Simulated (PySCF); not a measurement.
# C$_{5}$H$_{10}$FNSi (SMILES N[SiH2][C@H]1CCC=C1F): what the fields show

Input file:

```
{"job": {"kind": "nmr", "xc": "PBE0", "basis": "pcSseg-1"}, "charge": 0, "multiplicity": 1}
N      2.856114     0.352214    -0.136311
Si     1.518916    -0.606289     0.351529
C      0.165946    -0.257794    -0.957943
C     -1.123486    -1.066171    -0.743488
C     -2.096795    -0.113786    -0.022528
C     -1.548119     1.249416    -0.324584
C     -0.336550     1.136104    -0.839891
F      0.463201     2.165700    -1.193431
H      2.694172     1.283340    -0.487036
H      3.711136     0.324251     0.393501
H      1.941732    -2.003920     0.261515
H      0.949806    -0.333949     1.681233
H      0.591045    -0.432935    -1.948319
H     -1.544201    -1.353184    -1.709389
H     -0.952102    -1.976951    -0.171918
H     -2.094705    -0.286549     1.057984
H     -3.123915    -0.231500    -0.372006
H     -2.080954     2.158322    -0.115335
```

Command:

```sh
OMP_NUM_THREADS=1 python probes_run.py task.json out
```

Geometry: GFN2-xTB.

The calculation used PBE0/pcSseg-1, SCF density, gas phase, non-relativistic in PySCF.

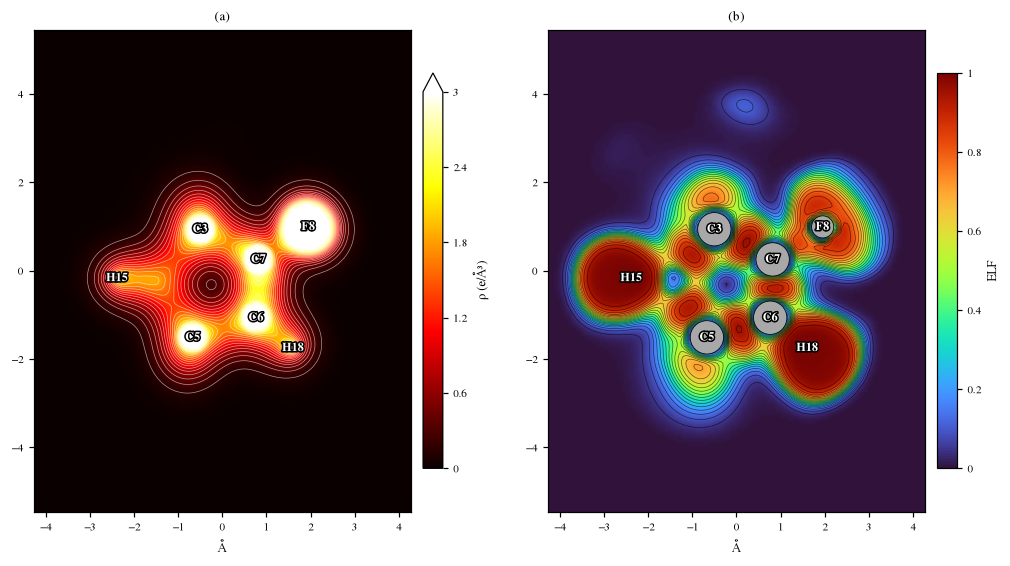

Figure 1. (a) total electron density; (b) electron localisation function on the plane of atoms C3, C7 and C6. Grey discs cover the atomic cores in the ELF map.

### Read the bonding off the picture.

- The section cuts through C, F and H sites.
- C–C (1.32 Å): ρ is about 2.4 e/Å³ halfway; the ELF peaks at about 0.90 between the atoms; a multiple bond.
- C–F (1.35 Å): ρ is about 2.2 e/Å³ halfway, with its minimum of 1.7 e/Å³ about 0.5 Å from C; the ELF peaks at about 0.85 between the atoms (a polar covalent bond).
- C–C (1.49 Å): ρ at the midpoint is about 1.8 e/Å³; the ELF peaks at about 0.95 between the atoms; a covalent bond.
- C–H (1.07 Å): the density is about 2 e/Å³ at the midpoint; the ELF climbs to about 1 towards the hydrogen, as it does in any bond to H (a covalent bond by its length).
- The ELF also peaks beside F8, away from the bonds: lone-pair regions.

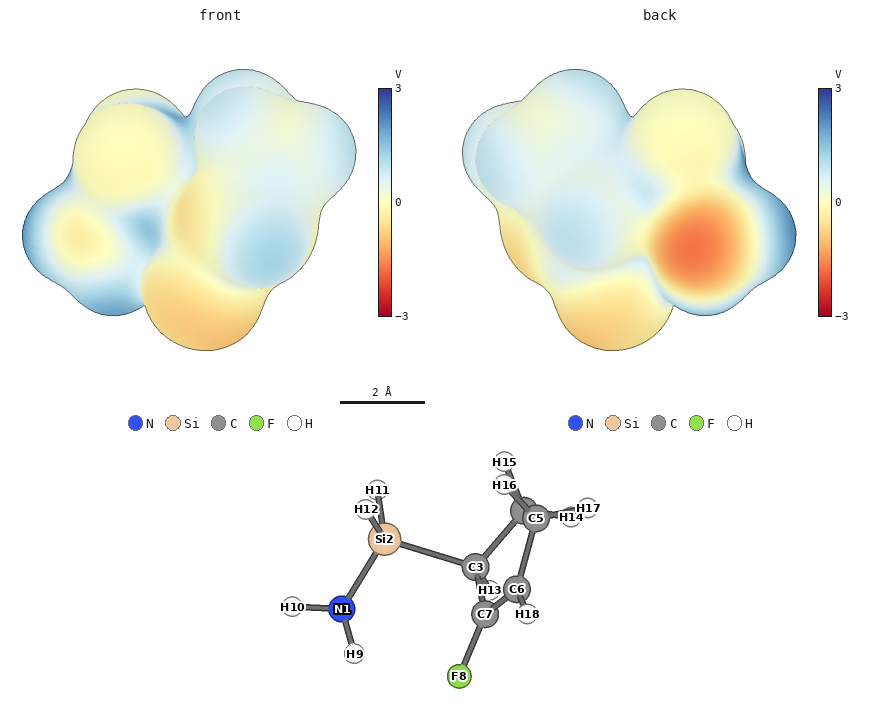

Figure 2. The molecular electrostatic potential painted on the density surface at 0.004 e/bohr³, seen from the front and from behind; red is negative and blue positive. The bare structure is drawn below in the same view.

### Which sites attract a positive test charge, and which a negative one?

A positive charge is drawn to the negative regions and a negative charge to the positive ones. The most negative region (about −1.6 V) lies over N1, the most positive (about +2.1 V) over Si2 and H10. N1 is the likeliest acceptor of a hydrogen bond.

### How polar is the molecule by this calculation?

Its dipole moment is 0.85 D.
